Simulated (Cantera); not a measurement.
Input: 1 mol SiCl4, 3.6 mol HCl, 17 mol H2, held at 0.100 bar.

Equilibrium computed with Cantera from the NASA thermochemical tables; the gas is ideal and each condensed phase is pure. Candidate condensed phases: Si; 19 gas species. The tables' values for SiCl3 are old estimates; treat these amounts as uncertain. Kinetics and transport are ignored.

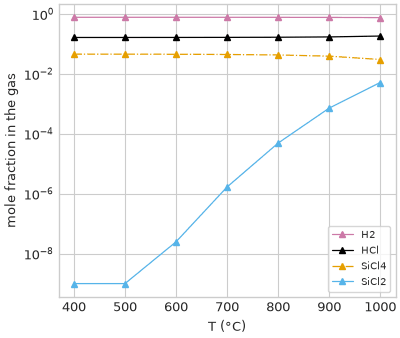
*Equilibrium gas composition (values under 1e-9 drawn at 1e-9)*

From 400 °C to 1000 °C nothing is condensed. The main Si-bearing gas is SiCl4 throughout.
